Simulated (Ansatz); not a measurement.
# Geometry relaxation, with input and output: WH₂F₄

WH₂F₄, computed with RHF/def2-SVP (Ansatz 0.2.0).

It belongs to a series of runs on one base structure; here: end point B relaxed. Figures and captions count atoms from 1; the log counts them from 0 in places.

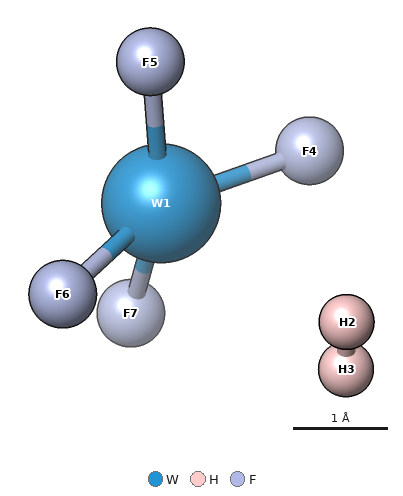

*The structure as given in the input (ball-and-stick view, seen at a tilt; atoms are numbered from 1 in the order of the input). Sticks mark near contacts.*

Summary

```tsv
quantity	value
outcome	converged
total energy	−12655.6316 eV
mean-field energy	−12655.6316 eV
largest force (length of the vector) at the end	0.003 eV/Å
hardware	1 thread of Arm Neoverse V2, 24 GiB of memory available, shared host
wall time	23 s
peak memory	0.19 GiB
```

Input
```yaml
crystal:
  periodic: [false, false, false]
  atoms:
    - { symbol: W, position_ang: [-0.491414, 0.0, -0.491414] }
    - { symbol: H, position_ang: [1.314261, -0.022618, 1.81502] }
    - { symbol: H, position_ang: [1.81502, 0.022618, 1.314261] }
    - { symbol: F, position_ang: [-0.21256, 1.796406, -0.215739] }
    - { symbol: F, position_ang: [-2.001701, 0.002204, 0.561833] }
    - { symbol: F, position_ang: [-0.215739, -1.796406, -0.21256] }
    - { symbol: F, position_ang: [0.561833, -0.002204, -2.001701] }
basis:
  gaussian: { orbitals: def2-SVP }
hamiltonian:
  xc: hf
relax:
  f_tol: 0.03
  max_steps: 50
output:
  orbitals: {}
```

Launch command:
```bash
ansatz run input.yaml --threads 1 --pin off --max-ram 2048MiB --backend cpu --events-out ev --progress --plain --runs-dir out
```

What the program printed
```
The last accepted step is kept in [file] (removed where the run ends without a failure and the disk answers)
Engine: ansatz 0.2.0, aarch64-unknown-linux-gnu
Functional definition: HF
  exchange = exact_x
  correlation = 0
1010 factors; integrals over basis functions are off by at most 2.3e-4 eV
mean field evaluation 1: about -12646.2946 eV, gradient 6.3e1 eV
mean field evaluation 2: about -12646.4719 eV, gradient 6.3e1 eV
mean field evaluation 4: about -12655.1818 eV, gradient 4.8e0 eV
mean field evaluation 8: about -12655.4162 eV, gradient 8.2e-1 eV
mean field evaluation 16: about -12646.1741 eV, gradient 5.8e1 eV
mean field -12655.41989065 eV, -465.0781028298 hartree, gradient 1.8e-5 eV, S^2 0.000000; 0 other end points of the search recorded, 0 dependent functions left out
the calculation of the forces begins
reference -12655.41989065 eV, -465.0781028298 hartree; 26, 26 occupied and 72, 72 virtual orbitals, 1010 factors
relax step   1: F+E_penalty+E_count = -12655.41989065 eV  Δ(F+E_penalty+E_count) = +0.000e0 eV  max|allowed force component| = 1.242e0 eV/Å  Δτ_max = 0.0000 Å  (76 SCF iters, accepted)
these checks for a lower state are left out or cut short: starts, cluster_reference, orbital_swaps, neighbouring_geometries, increment
1010 factors; integrals over basis functions are off by at most 2.4e-4 eV
mean field evaluation 32: about -12655.5495 eV, gradient 2.0e-2 eV
mean field -12655.54946569 eV, -465.0828646246 hartree, gradient 1.8e-5 eV, S^2 0.000000; 0 other end points of the search recorded, 0 dependent functions left out
the calculation of the forces begins
reference -12655.54946569 eV, -465.0828646246 hartree; 26, 26 occupied and 72, 72 virtual orbitals, 1010 factors
relax step   2: F+E_penalty+E_count = -12655.54946569 eV  Δ(F+E_penalty+E_count) = -1.296e-1 eV  max|allowed force component| = 1.637e-1 eV/Å  Δτ_max = 0.1955 Å  (56 SCF iters, accepted)
these checks for a lower state are left out or cut short: starts, cluster_reference, orbital_swaps, neighbouring_geometries, increment
1010 factors; integrals over basis functions are off by at most 2.5e-4 eV
mean field -12655.58116953 eV, -465.0840297193 hartree, gradient 1.9e-5 eV, S^2 0.000000; 0 other end points of the search recorded, 0 dependent functions left out
the calculation of the forces begins
reference -12655.58116953 eV, -465.0840297193 hartree; 26, 26 occupied and 72, 72 virtual orbitals, 1010 factors
relax step   3: F+E_penalty+E_count = -12655.58116953 eV  Δ(F+E_penalty+E_count) = -3.170e-2 eV  max|allowed force component| = 1.965e-1 eV/Å  Δτ_max = 0.1243 Å  (56 SCF iters, accepted)
these checks for a lower state are left out or cut short: starts, cluster_reference, orbital_swaps, neighbouring_geometries, increment
1010 factors; integrals over basis functions are off by at most 2.6e-4 eV
mean field -12655.61497268 eV, -465.0852719619 hartree, gradient 1.8e-5 eV, S^2 0.000000; 0 other end points of the search recorded, 0 dependent functions left out
the calculation of the forces begins
reference -12655.61497268 eV, -465.0852719619 hartree; 26, 26 occupied and 72, 72 virtual orbitals, 1010 factors
relax step   4: F+E_penalty+E_count = -12655.61497268 eV  Δ(F+E_penalty+E_count) = -3.380e-2 eV  max|allowed force component| = 1.037e-1 eV/Å  Δτ_max = 0.2000 Å  (58 SCF iters, accepted)
these checks for a lower state are left out or cut short: starts, cluster_reference, orbital_swaps, neighbouring_geometries, increment
1010 factors; integrals over basis functions are off by at most 2.9e-4 eV
mean field evaluation 64: about -12655.6146 eV, gradient 2.4e-4 eV
mean field -12655.61455266 eV, -465.0852565267 hartree, gradient 1.7e-5 eV, S^2 0.000000; 0 other end points of the search recorded, 0 dependent functions left out
the calculation of the forces begins
reference -12655.61455266 eV, -465.0852565267 hartree; 26, 26 occupied and 72, 72 virtual orbitals, 1010 factors
relax step   5: F+E_penalty+E_count = -12655.61455266 eV  Δ(F+E_penalty+E_count) = +4.200e-4 eV  max|allowed force component| = 2.712e-1 eV/Å  Δτ_max = 0.2000 Å  (66 SCF iters, rejected (line search))
these checks for a lower state are left out or cut short: starts, cluster_reference, orbital_swaps, neighbouring_geometries, increment
1010 factors; integrals over basis functions are off by at most 2.8e-4 eV
mean field -12655.62397922 eV, -465.0856029461 hartree, gradient 1.8e-5 eV, S^2 0.000000; 0 other end points of the search recorded, 0 dependent functions left out
the calculation of the forces begins
reference -12655.62397922 eV, -465.0856029461 hartree; 26, 26 occupied and 72, 72 virtual orbitals, 1010 factors
relax step   6: F+E_penalty+E_count = -12655.62397922 eV  Δ(F+E_penalty+E_count) = -9.007e-3 eV  max|allowed force component| = 3.416e-2 eV/Å  Δτ_max = 0.0957 Å  (61 SCF iters, accepted)
these checks for a lower state are left out or cut short: starts, cluster_reference, orbital_swaps, neighbouring_geometries, increment
1010 factors; integrals over basis functions are off by at most 2.9e-4 eV
mean field -12655.62787591 eV, -465.0857461472 hartree, gradient 1.8e-5 eV, S^2 0.000000; 0 other end points of the search recorded, 0 dependent functions left out
the calculation of the forces begins
reference -12655.62787591 eV, -465.0857461472 hartree; 26, 26 occupied and 72, 72 virtual orbitals, 1010 factors
relax step   7: F+E_penalty+E_count = -12655.62787591 eV  Δ(F+E_penalty+E_count) = -3.897e-3 eV  max|allowed force component| = 4.735e-2 eV/Å  Δτ_max = 0.0975 Å  (54 SCF iters, accepted)
these checks for a lower state are left out or cut short: starts, cluster_reference, orbital_swaps, neighbouring_geometries, increment
1010 factors; integrals over basis functions are off by at most 2.8e-4 eV
mean field evaluation 96: about -12655.6306 eV, gradient 1.8e-5 eV
mean field -12655.63056096 eV, -465.0858448207 hartree, gradient 1.8e-5 eV, S^2 0.000000; 0 other end points of the search recorded, 0 dependent functions left out
the calculation of the forces begins
reference -12655.63056096 eV, -465.0858448207 hartree; 26, 26 occupied and 72, 72 virtual orbitals, 1010 factors
relax step   8: F+E_penalty+E_count = -12655.63056096 eV  Δ(F+E_penalty+E_count) = -2.685e-3 eV  max|allowed force component| = 2.823e-2 eV/Å  Δτ_max = 0.1112 Å  (54 SCF iters, accepted)
these checks for a lower state are left out or cut short: starts, cluster_reference, orbital_swaps, neighbouring_geometries, increment
1010 factors; integrals over basis functions are off by at most 2.7e-4 eV
mean field -12655.63142221 eV, -465.0858764711 hartree, gradient 1.8e-5 eV, S^2 0.000000; 0 other end points of the search recorded, 0 dependent functions left out
the calculation of the forces begins
reference -12655.63142221 eV, -465.0858764711 hartree; 26, 26 occupied and 72, 72 virtual orbitals, 1010 factors
relax step   9: F+E_penalty+E_count = -12655.63142221 eV  Δ(F+E_penalty+E_count) = -8.613e-4 eV  max|allowed force component| = 5.737e-3 eV/Å  Δτ_max = 0.0795 Å  (52 SCF iters, accepted)
these checks for a lower state are left out or cut short: starts, cluster_reference, orbital_swaps, neighbouring_geometries, increment
1010 factors; integrals over basis functions are off by at most 2.6e-4 eV
mean field -12655.63158643 eV, -465.0858825062 hartree, gradient 1.8e-5 eV, S^2 0.000000; 0 other end points of the search recorded, 0 dependent functions left out
the calculation of the forces begins
reference -12655.63158643 eV, -465.0858825062 hartree; 26, 26 occupied and 72, 72 virtual orbitals, 1010 factors
relax step  10: F+E_penalty+E_count = -12655.63158643 eV  Δ(F+E_penalty+E_count) = -1.642e-4 eV  max|allowed force component| = 2.114e-3 eV/Å  Δτ_max = 0.0492 Å  (50 SCF iters, accepted)
1010 factors; integrals over basis functions are off by at most 2.6e-4 eV
mean field evaluation 128: about -12646.5352 eV, gradient 6.3e1 eV
```

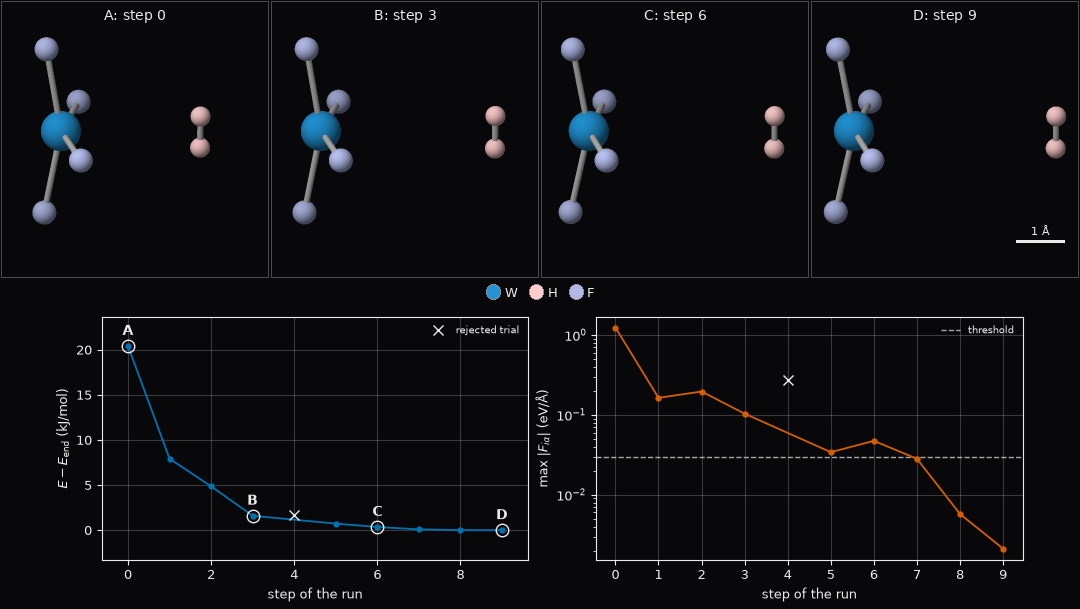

*Frames of the relaxation (ball-and-stick view, seen at a tilt) above the curves, on which the letters mark them (the first geometry is step 0 here and step 1 in the log).*

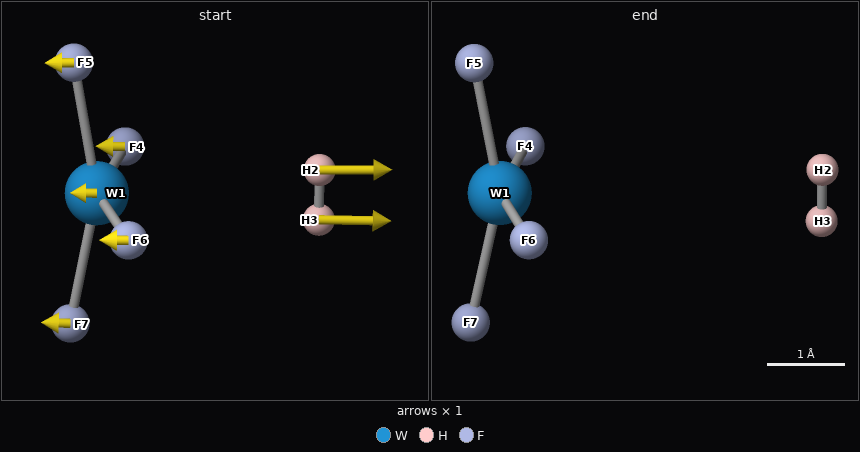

*Before (left) and after (right) the relaxation, at one scale (ball-and-stick view, seen at a tilt). The yellow arrows give the displacements, at true length.*

After 9 geometry steps the energy has fallen by 20.4 kJ/mol. Largest force component: 1.2 eV/Å at the start, 0.0021 eV/Å at the end. The line search rejected the trial step at point 4 (counted from 0) and went back. The largest moves after the best rigid fit, 0.95 Å, are those of H2 and H3. Largest moves by element: H 0.95 Å, F 0.39 Å, W 0.35 Å. Among the contacts that change: H2–H3 0.710 → 0.747 Å. Among the angles that change: F5–W1–F7 159.8° → 157.6°, F4–W1–F6 155.4° → 157.5°. (Atoms are counted from 1 in the order of the input.)

```
mean field -12655.63158643 eV, -465.0858825062 hartree, gradient 1.8e-5 eV, S^2 0.000000; 1 other end points of the search recorded, 0 dependent functions left out
the calculation of the forces begins
reference -12655.63158643 eV, -465.0858825062 hartree; 26, 26 occupied and 72, 72 virtual orbitals, 1010 factors
Total energy: -12655.63158643 eV, -465.0858825062 hartree
Atom 0 at    -0.741633     0.000000    -0.741633 Å, force    -0.002114    -0.000000    -0.002114 eV/Å
Atom 1 at     1.975216    -0.040313     2.500324 Å, force     0.000348    -0.000875     0.000376 eV/Å
Atom 2 at     2.500324     0.040313     1.975216 Å, force     0.000376     0.000875     0.000348 eV/Å
Atom 3 at    -0.485486     1.802376    -0.491111 Å, force     0.000100     0.000041     0.000085 eV/Å
Atom 4 at    -2.268600     0.003872     0.280990 Å, force     0.000830     0.000169     0.000375 eV/Å
Atom 5 at    -0.491111    -1.802376    -0.485486 Å, force     0.000085    -0.000041     0.000100 eV/Å
Atom 6 at     0.280990    -0.003872    -2.268600 Å, force     0.000375    -0.000169     0.000830 eV/Å
Dipole moment:     0.008405    -0.000000     0.008405 e Å
```

Trajectory as extended XYZ (Å, eV, eV/Å), 10 frames, from step=1 to step=10
```
7
Properties=species:S:1:pos:R:3:forces:R:3 step=1 energy=-12655.41989
W    -0.4914    0.0000   -0.4914   -0.3911   0.0000  -0.3911
H     1.3143   -0.0226    1.8150   -0.8519  -0.0981   1.2424
H     1.8150    0.0226    1.3143    1.2424   0.0981  -0.8519
F    -0.2126    1.7964   -0.2157   -0.0020  -0.0019  -0.0035
F    -2.0017    0.0022    0.5618    0.0295  -0.0004  -0.0235
F    -0.2157   -1.7964   -0.2126   -0.0035   0.0019  -0.0020
F     0.5618   -0.0022   -2.0017   -0.0235   0.0004   0.0295
7
Properties=species:S:1:pos:R:3:forces:R:3 step=2 energy=-12655.54947
W    -0.5688    0.0000   -0.5688    0.1207   0.0000   0.1207
H     1.4406   -0.0261    1.9642   -0.0031  -0.0110   0.1637
H     1.9642    0.0261    1.4406    0.1637   0.0110  -0.0031
F    -0.2621    1.7887   -0.2658   -0.0844  -0.0561  -0.0844
F    -2.0548    0.0023    0.5164   -0.0262   0.0004  -0.0864
F    -0.2658   -1.7887   -0.2621   -0.0844   0.0561  -0.0844
F     0.5164   -0.0023   -2.0548   -0.0864  -0.0004  -0.0262
7
Properties=species:S:1:pos:R:3:forces:R:3 step=3 energy=-12655.58117
W    -0.6026    0.0000   -0.6026    0.1965   0.0000   0.1965
H     1.5277   -0.0271    2.0528    0.0102  -0.0059   0.0844
H     2.0528    0.0271    1.5277    0.0844   0.0059   0.0102
F    -0.2981    1.7891   -0.3019   -0.0861  -0.0503  -0.0859
F    -2.0893    0.0024    0.4811   -0.0260   0.0005  -0.0931
F    -0.3019   -1.7891   -0.2981   -0.0859   0.0503  -0.0861
F     0.4811   -0.0024   -2.0893   -0.0931  -0.0005  -0.0260
7
Properties=species:S:1:pos:R:3:forces:R:3 step=4 energy=-12655.61497
W    -0.6402    0.0000   -0.6402    0.1037   0.0000   0.1037
H     1.6693   -0.0287    2.1941   -0.0361  -0.0077   0.0776
H     2.1941    0.0287    1.6693    0.0776   0.0077  -0.0361
F    -0.3599    1.7952   -0.3638   -0.0394   0.0017  -0.0398
F    -2.1455    0.0027    0.4157   -0.0196   0.0000  -0.0464
F    -0.3638   -1.7952   -0.3599   -0.0398  -0.0017  -0.0394
F     0.4157   -0.0027   -2.1455   -0.0464   0.0000  -0.0196
7
Properties=species:S:1:pos:R:3:forces:R:3 step=5 energy=-12655.61455 accepted=F
W    -0.6439    0.0000   -0.6439   -0.2712   0.0000  -0.2712
H     1.8105   -0.0327    2.3357   -0.0227  -0.0052   0.0441
H     2.3357    0.0327    1.8105    0.0441   0.0052  -0.0227
F    -0.4380    1.8206   -0.4425    0.0477  -0.2082   0.0479
F    -2.1963    0.0031    0.3441    0.1450  -0.0002   0.0093
F    -0.4425   -1.8206   -0.4380    0.0479   0.2082   0.0477
F     0.3441   -0.0031   -2.1963    0.0093   0.0002   0.1450
7
Properties=species:S:1:pos:R:3:forces:R:3 step=6 energy=-12655.62398
W    -0.6493    0.0000   -0.6493   -0.0155   0.0000  -0.0155
H     1.7360   -0.0311    2.2626    0.0342   0.0011  -0.0053
H     2.2626    0.0311    1.7360   -0.0053  -0.0011   0.0342
F    -0.3942    1.8033   -0.3985   -0.0034  -0.0231  -0.0036
F    -2.1702    0.0029    0.3832    0.0032   0.0001  -0.0096
F    -0.3985   -1.8033   -0.3942   -0.0036   0.0231  -0.0034
F     0.3832   -0.0029   -2.1702   -0.0096  -0.0001   0.0032
7
Properties=species:S:1:pos:R:3:forces:R:3 step=7 energy=-12655.62788
W    -0.6708    0.0000   -0.6708   -0.0473   0.0000  -0.0473
H     1.8049   -0.0331    2.3316    0.0366   0.0024  -0.0196
H     2.3316    0.0331    1.8049   -0.0196  -0.0024   0.0366
F    -0.4230    1.8049   -0.4276    0.0095  -0.0108   0.0093
F    -2.1976    0.0031    0.3522    0.0028   0.0001   0.0088
F    -0.4276   -1.8049   -0.4230    0.0093   0.0108   0.0095
F     0.3522   -0.0031   -2.1976    0.0088  -0.0001   0.0028
7
Properties=species:S:1:pos:R:3:forces:R:3 step=8 energy=-12655.63056
W    -0.7030    0.0000   -0.7030   -0.0282   0.0000  -0.0282
H     1.8840   -0.0355    2.4097    0.0013  -0.0013   0.0059
H     2.4097    0.0355    1.8840    0.0059   0.0013   0.0013
F    -0.4523    1.8041   -0.4572    0.0057  -0.0105   0.0057
F    -2.2305    0.0034    0.3190    0.0053   0.0001   0.0044
F    -0.4572   -1.8041   -0.4523    0.0057   0.0105   0.0057
F     0.3190   -0.0034   -2.2305    0.0044  -0.0001   0.0053
7
Properties=species:S:1:pos:R:3:forces:R:3 step=9 energy=-12655.63142
W    -0.7278    0.0000   -0.7278   -0.0042   0.0000  -0.0042
H     1.9402   -0.0378    2.4658    0.0057  -0.0003  -0.0031
H     2.4658    0.0378    1.9402   -0.0031   0.0003   0.0057
F    -0.4725    1.8026   -0.4777    0.0008  -0.0003   0.0005
F    -2.2541    0.0036    0.2957   -0.0013   0.0000   0.0015
F    -0.4777   -1.8026   -0.4725    0.0005   0.0003   0.0008
F     0.2957   -0.0036   -2.2541    0.0015   0.0000  -0.0013
7
Properties=species:S:1:pos:R:3:forces:R:3 step=10 energy=-12655.63159
W    -0.7416    0.0000   -0.7416   -0.0021   0.0000  -0.0021
H     1.9752   -0.0403    2.5003    0.0003  -0.0009   0.0004
H     2.5003    0.0403    1.9752    0.0004   0.0009   0.0003
F    -0.4855    1.8024   -0.4911    0.0001   0.0000   0.0001
F    -2.2686    0.0039    0.2810    0.0008   0.0002   0.0004
F    -0.4911   -1.8024   -0.4855    0.0001   0.0000   0.0001
F     0.2810   -0.0039   -2.2686    0.0004  -0.0002   0.0008
```

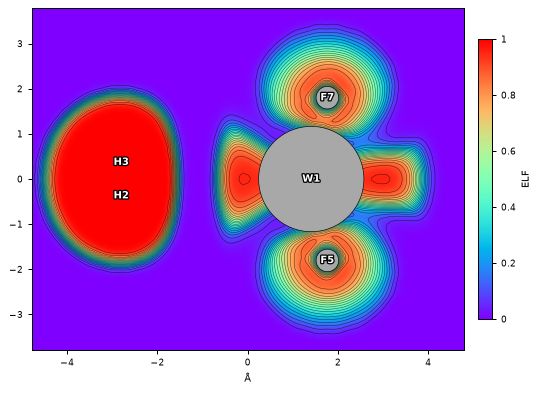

*Electron localisation function on the plane of atoms F5, W1 and F7. Grey discs, where drawn, cover atomic cores.*

Atoms in the plane: W, H and F. W–F (1.84 Å): the ELF peaks at about 0.85 in the valence shell of F, 0.5 Å from its nucleus, and drops to about 0.25 between the two atoms.

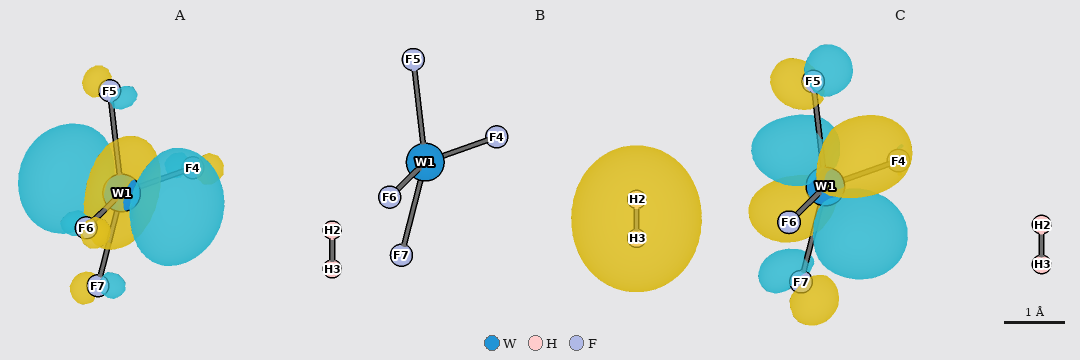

*Three frontier orbitals at ±0.15 Å⁻³ᐟ² (yellow and cyan are the two phases).*

B is the HOMO−1 (−16.37 eV). It lies mainly on H2 (50 %) and H3 (50 %). A is the HOMO (−11.36 eV). Its weight (Hirshfeld) is mainly on W1 (90 %). C is the LUMO (0.71 eV). Its weight (Hirshfeld) is mainly on W1 (80 %), F5 (10 %) and F7 (10 %). The HOMO–LUMO gap is 12.07 eV between the orbital energies.
